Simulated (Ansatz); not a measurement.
Consider Cl₃GeH₃OSi (SMILES Cl[Si](Cl)(Cl)[O][GeH3]).

```xyz
9

Cl   -0.6887    0.6472    4.9236
Cl    2.5664    0.7767    4.2448
Cl    0.7936   -1.8632    3.3196
Ge    1.0741    1.0109    0.4916
O     0.3895    0.8953    2.1502
Si    0.7383    0.1698    3.5522
H     0.1070    1.9286   -0.2613
H     1.1095   -0.4104   -0.0875
H     2.4802    1.6137    0.6192
```

Geometry: PBE0-D4/def2-SVP.

These are results of Ansatz, isolated molecule in a Gaussian basis; Kohn-Sham density functional theory, functional PBE0, not measurements.

Predict the electron density and electron localisation function between the atoms.

Answer. Si–O (1.62 Å): the density is about 1.2 e/Å³ at the midpoint; the ELF peaks at about 0.85 between the atoms, as expected for a short, strongly polar bond.
Ge–O (1.80 Å): ρ is about 0.87 e/Å³ halfway; the ELF peaks at about 0.85 in the valence shell of O, 0.6 Å from its nucleus, and is about 0.30 at the midpoint.
Si–Cl (2.04 Å): ρ is about 0.91 e/Å³ halfway; the ELF peaks at about 0.90 between the atoms: a polar covalent bond.
Ge–H (1.53 Å): ρ is about 1.1 e/Å³ halfway; the ELF climbs to about 1 towards the hydrogen.

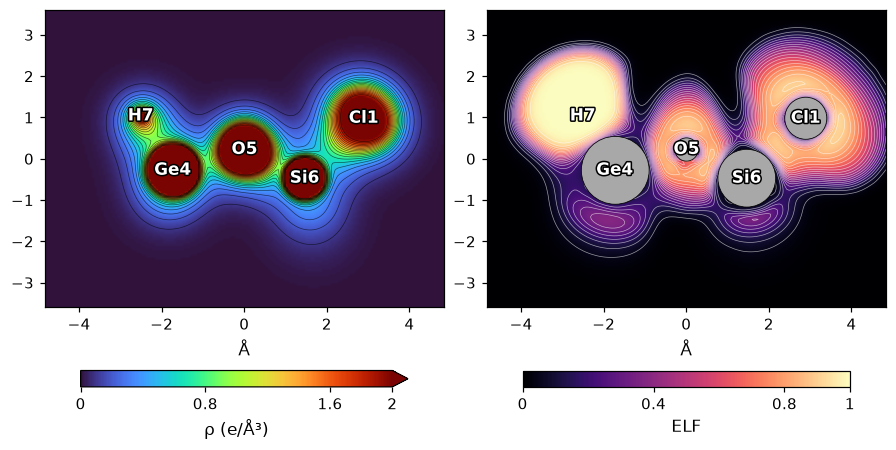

Computed electron density and electron localisation function on the plane of atoms O5, Ge4 and H7, in this order. Grey discs cover the atomic cores in the ELF map. 
